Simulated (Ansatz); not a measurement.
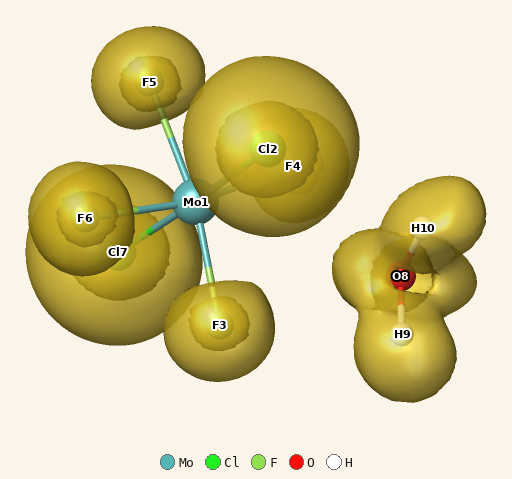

The picture shows: Cl₂F₄Mo···H₂O. Isosurface of the ELF at 0.75 (yellow), seen at an oblique angle. Only the valence region is drawn (cores and ρ < 0.01 e/Å³ removed).

Core potentials replace the inner electrons of Mo; not at a stationary point (largest force 1.4 eV/Å).

Computed with RHF/def2-SVP in Ansatz.

Input

```
crystal:
  periodic: [false, false, false]
  atoms:
    - { symbol: Mo, position_ang: [0.0, 0.0, 0.0] }
    - { symbol: Cl, position_ang: [0.0, 0.0, 2.66] }
    - { symbol: F, position_ang: [1.77, 0.0, 0.0] }
    - { symbol: F, position_ang: [0.0, 1.77, 0.0] }
    - { symbol: F, position_ang: [-1.77, 0.0, 0.0] }
    - { symbol: F, position_ang: [0.0, -1.77, 0.0] }
    - { symbol: Cl, position_ang: [0.0, 0.0, -2.31] }
    - { symbol: O, position_ang: [1.4195, 1.4788, 0.6811] }
    - { symbol: H, position_ang: [2.1501, 1.0257, 1.2113] }
    - { symbol: H, position_ang: [1.0081, 1.0502, 1.8764] }
basis:
  gaussian: { orbitals: def2-SVP }
hamiltonian:
  xc: hf
relax:
  f_tol: 0.15
  max_steps: 25
  restrain:
    - { distance: [0, 7], at: 3.06, k: 30.0 }
    - { distance: [9, 1], at: 2.57, k: 30.0 }
    - { distance: [0, 1], at: 2.31, k: 30.0 }
    - { distance: [9, 7], at: 1.01, k: 30.0 }
output:
  orbitals: {}
```

Launched as:

```sh
ansatz run input.yaml --threads 4 --pin off --max-ram 5120MiB --backend cpu --events-out ev --progress --plain --runs-dir out
```

The fields are those of the run's last geometry, not of the input's.

Identify the bonds, lone pairs and shells in this picture.

At this value the surface marks out two regions wrapped around Cl (the valence shell of each), four regions wrapped around F (the valence shell of each) and one joined region spread over several atoms (H, O), in which their bonds and any lone pairs are merged. Profiles from the grid: Mo1···O8 (3.08 Å): the ELF dips to about 0 between them. Mo–F (1.79 Å): the ELF peaks at about 0.85 in the valence shell of F, 0.5 Å from its nucleus, and drops to about 0.25 between the two atoms.
